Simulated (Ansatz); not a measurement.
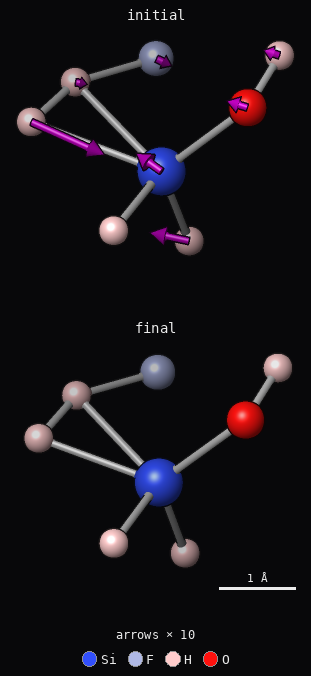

The structure of SiH₅OF (coarse preliminary run) before (top) and after (bottom) a saddle-point search, at one scale. The purple arrows give the displacements, 10 times their true length.

A ball-and-stick model, seen at a tilt.

The reaction that was planned forms Si1–H7, F2–H6 and breaks Si1–F2, H6–H7 (atoms numbered from 1 in input order).

Theory: RKS PBE0-D4/def2-SVP (Ansatz).

Input file:
```yaml
crystal:
  periodic: [false, false, false]
  atoms:
    - {symbol: Si, position_ang: [-0.332049, 0.378987, -0.173723]}
    - {symbol: F, position_ang: [0.211218, -1.282880, 0.802913]}
    - {symbol: H, position_ang: [-0.385703, 1.176683, -1.430844]}
    - {symbol: H, position_ang: [-1.716071, 0.201973, 0.332093]}
    - {symbol: O, position_ang: [0.802932, 1.209242, 0.692501]}
    - {symbol: H, position_ang: [0.220522, -1.389427, -0.401692]}
    - {symbol: H, position_ang: [0.106603, -1.045342, -1.312085]}
    - {symbol: H, position_ang: [1.092649, 0.750762, 1.490837]}
basis:
  gaussian: {orbitals: def2-SVP}
hamiltonian: {xc: pbe0, dispersion: d4}
saddle:
  f_tol: 0.03
  max_steps: 150
  mode_guess:
    - [-0.0374, 0.0703, -1.0947]
    - [0.2790, -0.9179, -0.5084]
    - [0.0000, 0.0000, 0.0000]
    - [0.0000, 0.0000, 0.0000]
    - [0.0000, 0.0000, 0.0000]
    - [0.1086, -0.2630, 1.9252]
    - [-0.3502, 1.1106, -0.3221]
    - [0.0000, 0.0000, 0.0000]
```

What changed between the two?

Answer. The search converged after 7 steps with a largest force component of 0.0011 eV/Å and a curvature of −10.38 eV/Å² along the mode that it followed. H7 moves most after the best rigid fit: 0.11 Å. Largest moves by element: H 0.11 Å, Si 0.05 Å, O 0.03 Å, F 0.02 Å. Near-neighbour distances that change, for instance: Si1–H7 1.875 → 1.721 Å, Si1–H6 1.867 → 1.809 Å, H6–H7 0.980 → 0.970 Å.
